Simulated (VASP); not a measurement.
Band structure of GaN (zinc blende). All values below come from LDA (Ceperley-Alder, Perdew-Zunger) with spin-orbit coupling, VASP's LDA PAW potentials (set 64) (plane waves; VASP 6.6.1).

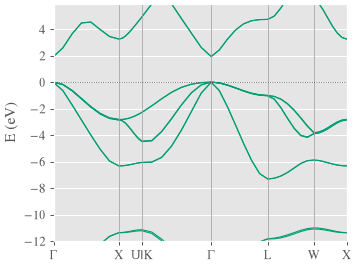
Figure. Bands along high-symmetry lines, zero at the valence-band maximum or, without a gap, the Fermi level

Read the plot: is there a gap, and where are the band edges?

The gap is direct, 1.93 eV, from the valence maximum at Γ to the conduction minimum at Γ.

The compound is GaN in the zinc blende structure, a metastable form; wurtzite is the usual one. It was relaxed first.
